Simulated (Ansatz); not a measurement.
**One shape, several levels: BH2O (SMILES [BH]O)**

We compute a comparison of 6 runs (UHF/STO-3G, U-wB97M-V/STO-3G, UBLYP/STO-3G, UHSE06/STO-3G, UPBE/STO-3G, USVWN5/STO-3G) of BH2O. 

Program for the calculation: Ansatz 0.2.0.

58 further runs of the same task are left out: 58 set aside as unsound or not needed.

## 1. The structure to begin with

BH2O has 4 atoms, charge 0, and is taken as a doublet. SMILES: `[BH]O`. The H3–B1 distance was set to 1.801 Å, away from the relaxed value. At this shape a bond of the SMILES string is far longer than usual.

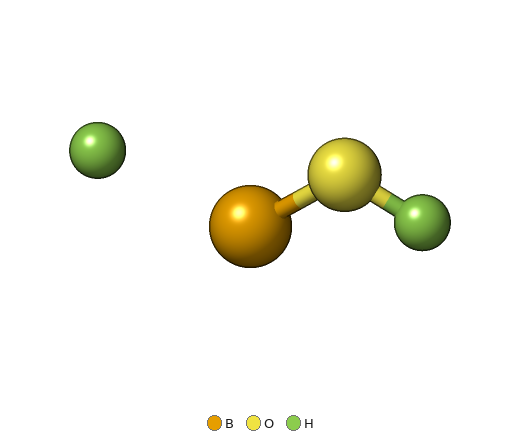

Viewed from a chosen angle; boron amber, oxygen yellow, hydrogen green.

## 2. The energy at UHF/STO-3G (run 1)

Input file run.yaml:

```yaml
crystal:
  periodic: [false, false, false]
  atoms:
    - {symbol: B, position_ang: [0.522940, -0.212055, 0.312301]}
    - {symbol: O, position_ang: [0.648740, 0.817945, -0.524599]}
    - {symbol: H, position_ang: [-1.064200, -1.032400, 0.540300]}
    - {symbol: H, position_ang: [1.535140, 1.186645, -0.576299]}
basis:
  gaussian:
    orbitals: STO-3G
magnetization:
  spin_polarized: true
  initial_magnetization: 1
hamiltonian:
  xc: hf
accuracy: high
```

The run is started by

```
ansatz run run.yaml --threads 1 --pin off --max-ram 2610MiB --events-out events.jsonl --progress --plain --runs-dir runs
```

What it wrote:

```text
Warning: RAYON_NUM_THREADS=1 ignored (pool sized by the plan → 1); use --threads N
Functional definition: HF
  name "HF"
  exchange = exact_x
  correlation = 0
187 factors; integrals over basis functions are off by at most 2.8e-8 eV
mean field evaluation 1: about -2697.7886 eV, gradient 1.3e1 eV
mean field evaluation 2: about -2697.8396 eV, gradient 1.3e1 eV
mean field evaluation 4: about -2699.6391 eV, gradient 2.8e0 eV
mean field evaluation 8: about -2699.8689 eV, gradient 8.3e-2 eV
mean field evaluation 16: about -2699.8664 eV, gradient 7.5e-8 eV
mean field -2699.86635249 eV, -99.2182584189 hartree, gradient 7.5e-8 eV, S^2 0.918679; 0 other end points of the search recorded, 0 dependent functions left out
reference -2699.86635249 eV, -99.2182584189 hartree; 8, 7 occupied and 4, 5 virtual orbitals, 187 factors
Total energy: -2699.86635249 eV, -99.2182584189 hartree
```

Wall time 0.06 s (1 thread of Arm Neoverse V2, shared host).

## 3. The energy at U-wB97M-V/STO-3G (run 2)

Changes to run.yaml since step 2:

```diff
@@ -8,9 +8,5 @@
 basis:
-  gaussian:
-    orbitals: STO-3G
-magnetization:
-  spin_polarized: true
-  initial_magnetization: 1
-hamiltonian:
-  xc: hf
+  gaussian: {orbitals: STO-3G}
+magnetization: {spin_polarized: true, initial_magnetization: 1}
+hamiltonian: {xc: {name: wB97M-V}}
 accuracy: high
```

The run is started by

```
ansatz run run.yaml --threads 1 --pin off --max-ram 2610MiB --events-out events.jsonl --progress --plain --runs-dir runs
```

What it wrote, cut to the lines that bear on the results:

```text
Warning: RAYON_NUM_THREADS=1 ignored (pool sized by the plan → 1); use --threads N
Functional definition: wB97M-V
  name "wB97M-V"
[...]
  gx(w, u) = 1 - cx + cx01*u + cx10*w
  gss(w, u) = css00 + css04*u^4 + css10*w + css20*w^2 + css43*w^4*u^3
  gos(w, u) = cos00 + cos10*w + (cos20 + cos21*u)*w^2 + (cos60 + cos61*u)*w^6
[...]
      + integral(e_c_pw_mod_opposite_spin*gos(b97_w_opposite, b97_u_opposite)) + vv10(b, c)
187 factors; integrals over basis functions are off by at most 2.8e-8 eV
112 factors; integrals over basis functions are off by at most 1.0e-9 eV
[...]
mean field -2713.93824222 eV, -99.7353908281 hartree, gradient 1.5e-8 eV, S^2 0.763053; 0 other end points of the search recorded, 0 dependent functions left out
reference -2713.93824437 eV, -99.7353909071 hartree; 8, 7 occupied and 4, 5 virtual orbitals, 187 factors
Total energy: -2713.93824437 eV, -99.7353909071 hartree
```

Wall time 9.6 s (1 thread of Arm Neoverse V2, shared host); peak memory 0.35 GiB.

Runs 3 to 4 aren't shown in full; the table further down has their settings and results.

## 4. A single-point energy at UPBE/STO-3G (run 5)

Input file job.yaml:

```yaml
crystal:
  periodic: [false, false, false]
  atoms:
    - {symbol: B, position_ang: [0.522940, -0.212055, 0.312301]}
    - {symbol: O, position_ang: [0.648740, 0.817945, -0.524599]}
    - {symbol: H, position_ang: [-1.064200, -1.032400, 0.540300]}
    - {symbol: H, position_ang: [1.535140, 1.186645, -0.576299]}
basis:
  gaussian: {orbitals: STO-3G}
magnetization: {spin_polarized: true, initial_magnetization: 1}
hamiltonian: {xc: {name: PBE}}
accuracy: high
```

The run is started by

```
ansatz run job.yaml --threads 1 --pin off --max-ram 2610MiB --events-out events.jsonl --progress --plain --runs-dir runs
```

What it wrote:

```text
Warning: RAYON_NUM_THREADS=1 ignored (pool sized by the plan → 1); use --threads N
Functional definition: PBE
  name "PBE"
  parameter kappa = 0.804
  parameter beta = 0.06672455060314922
  exchange = pbe_x(kappa = kappa, mu = beta*pi^2/3)
  correlation = pbe_c(beta = beta)
187 factors; integrals over basis functions are off by at most 2.8e-8 eV
mean field evaluation 1: about -2710.5181 eV, gradient 6.8e0 eV
mean field evaluation 2: about -2709.9049 eV, gradient 9.9e0 eV
mean field evaluation 4: about -2711.1542 eV, gradient 1.2e0 eV
mean field evaluation 8: about -2711.1049 eV, gradient 3.8e-2 eV
mean field evaluation 16: about -2711.1050 eV, gradient 1.8e-6 eV
mean field -2711.10496356 eV, -99.6312697579 hartree, gradient 1.3e-8 eV, S^2 0.757773; 0 other end points of the search recorded, 0 dependent functions left out
reference -2711.10496527 eV, -99.6312698208 hartree; 8, 7 occupied and 4, 5 virtual orbitals, 187 factors
Total energy: -2711.10496527 eV, -99.6312698208 hartree
```

Run time: 0.8 s. Hardware: 1 thread of Arm Neoverse V2, shared host; peak memory 0.1 GiB.

## 5. A single-point energy at USVWN5/STO-3G (run 6)

Input file molecule.yaml:

```yaml
crystal:
  periodic: [false, false, false]
  atoms:
    - {symbol: B, position_ang: [0.522940, -0.212055, 0.312301]}
    - {symbol: O, position_ang: [0.648740, 0.817945, -0.524599]}
    - {symbol: H, position_ang: [-1.064200, -1.032400, 0.540300]}
    - {symbol: H, position_ang: [1.535140, 1.186645, -0.576299]}
basis:
  gaussian: {orbitals: STO-3G}
magnetization: {spin_polarized: true, initial_magnetization: 1}
hamiltonian: {xc: {name: SVWN5}}
accuracy: high
```

The run is started by

```
ansatz run molecule.yaml --threads 1 --pin off --max-ram 2610MiB --events-out events.jsonl --progress --plain --runs-dir runs
```

What it wrote:

```text
Warning: RAYON_NUM_THREADS=1 ignored (pool sized by the plan → 1); use --threads N
Functional definition: SVWN5
  name "SVWN5"
  exchange = slater_x
  correlation = vwn5_c
187 factors; integrals over basis functions are off by at most 2.8e-8 eV
mean field evaluation 1: about -2690.6759 eV, gradient 6.0e0 eV
mean field evaluation 2: about -2690.3700 eV, gradient 7.9e0 eV
mean field evaluation 4: about -2691.1579 eV, gradient 8.7e-1 eV
mean field evaluation 8: about -2691.1015 eV, gradient 2.9e-2 eV
mean field evaluation 16: about -2691.1016 eV, gradient 5.8e-7 eV
mean field -2691.10155384 eV, -98.8961580094 hartree, gradient 2.1e-8 eV, S^2 0.753995; 0 other end points of the search recorded, 0 dependent functions left out
reference -2691.10155545 eV, -98.8961580688 hartree; 8, 7 occupied and 4, 5 virtual orbitals, 187 factors
Total energy: -2691.10155545 eV, -98.8961580688 hartree
```

Run time: 0.5 s. Hardware: 1 thread of Arm Neoverse V2, shared host; peak memory 0.091 GiB.

## 6. The series

| run | level | energy (Eh) | ⟨S²⟩ | wall time |
| --- | --- | --- | --- | --- |
| 1 | UHF/STO-3G | -99.218258 | 0.919 | 0.06 s |
| 2 | U-wB97M-V/STO-3G | -99.735391 | 0.763 | 9.6 s |
| 3 | UBLYP/STO-3G | -99.718282 | 0.760 | 0.78 s |
| 4 | UHSE06/STO-3G | -99.637175 | 0.769 | 1.1 s |
| 5 | UPBE/STO-3G | -99.631270 | 0.758 | 0.8 s |
| 6 | USVWN5/STO-3G | -98.896158 | 0.754 | 0.5 s |

## 7. What came out

```
           quantity         value
run 6: total energy  -98.89616 Eh
        run 6: ⟨S²⟩         0.754
```

Totals of different functionals can't be ranked against each other. In runs 1, 2, 3, 4, 5, 6 the basis is minimal, so the values are rough. Spin contamination of the reference: run 1 ⟨S²⟩ = 0.92. All runs together took 13 s, the longest 9.6 s.
